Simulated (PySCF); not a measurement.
## Electronic structure of C6H15AlO in real space

```yaml
atoms:
  - { symbol: Al, position_ang: [0.6754, 1.3096, 0.8139] }
  - { symbol: C, position_ang: [2.5224, 0.6833, 0.9862] }
  - { symbol: H, position_ang: [3.1191, 1.3247, 1.6546] }
  - { symbol: H, position_ang: [3.0275, 0.6734, 0.0048] }
  - { symbol: H, position_ang: [2.5740, -0.3479, 1.3739] }
  - { symbol: C, position_ang: [0.0369, 3.0408, 1.4456] }
  - { symbol: H, position_ang: [-0.8710, 2.9286, 2.0614] }
  - { symbol: H, position_ang: [-0.2440, 3.6840, 0.5940] }
  - { symbol: H, position_ang: [0.7868, 3.5862, 2.0401] }
  - { symbol: O, position_ang: [-0.5129, 0.3476, 0.0595] }
  - { symbol: C, position_ang: [-0.7573, -0.8661, -0.5985] }
  - { symbol: C, position_ang: [0.5078, -1.3582, -1.3020] }
  - { symbol: C, position_ang: [-1.2179, -1.8908, 0.4374] }
  - { symbol: C, position_ang: [-1.8628, -0.6165, -1.6229] }
  - { symbol: H, position_ang: [0.3243, -2.2971, -1.8460] }
  - { symbol: H, position_ang: [0.8572, -0.6067, -2.0277] }
  - { symbol: H, position_ang: [1.3152, -1.5374, -0.5754] }
  - { symbol: H, position_ang: [-0.4258, -2.0623, 1.1833] }
  - { symbol: H, position_ang: [-1.4649, -2.8566, -0.0295] }
  - { symbol: H, position_ang: [-2.1094, -1.5175, 0.9631] }
  - { symbol: H, position_ang: [-1.5358, 0.1409, -2.3512] }
  - { symbol: H, position_ang: [-2.7630, -0.2362, -1.1180] }
  - { symbol: H, position_ang: [-2.1245, -1.5360, -2.1685] }
```

Geometry: PBE0-D3(BJ)/def2-SVP.

Computed with PBE0/pcSseg-1 Al:pcSseg-2, SCF density, gas phase, non-relativistic in PySCF 2.14.0.

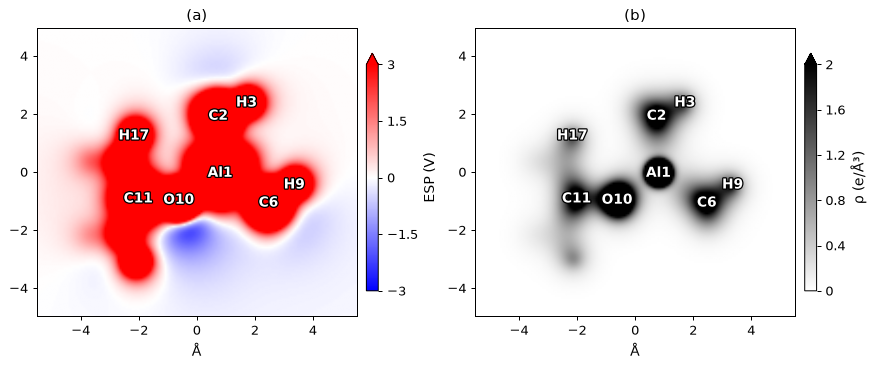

Figure 1. (a) molecular electrostatic potential; (b) electron density on the plane of atoms C2, Al1 and O10.

Question: What do the fields say about this system?

Answer:
- Atoms in the plane: Al, C, H and O.
- C–O (1.40 Å): ρ is about 2.1 e/Å³ halfway, with its minimum of 1.8 e/Å³ about 0.5 Å from C.
- Al–O (1.70 Å): ρ at the midpoint is about 0.86 e/Å³.
- C–Al (1.95 Å): ρ at the midpoint is about 0.75 e/Å³.
- C–H (1.10 Å): ρ is about 1.9 e/Å³ halfway.
- Outside the dense part of the molecule the potential is most negative (−2.1 V) near O10.

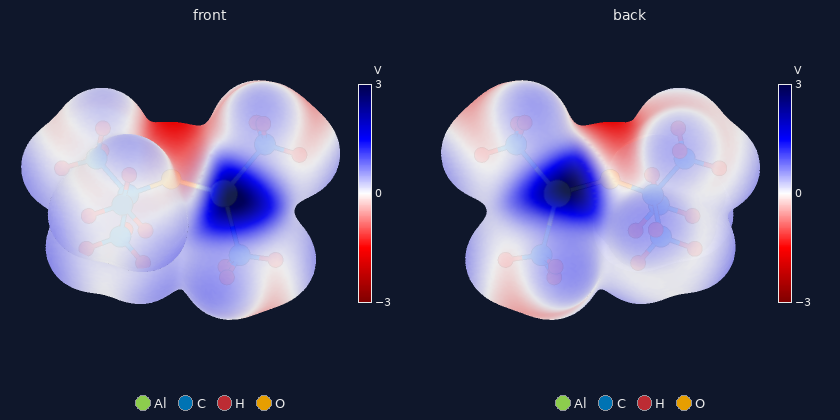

Figure 2. The molecular electrostatic potential painted on the density surface at 0.002 e/bohr³, seen from the front and from behind; red is negative and blue positive.

Question: Which sites attract a positive test charge, and which a negative one?

Answer: A positive charge is drawn to the negative regions and a negative charge to the positive ones. The most negative region (about −1.4 V) lies over O10, the most positive (about +2.8 V) over Al1. O10 is the likeliest acceptor of a hydrogen bond.
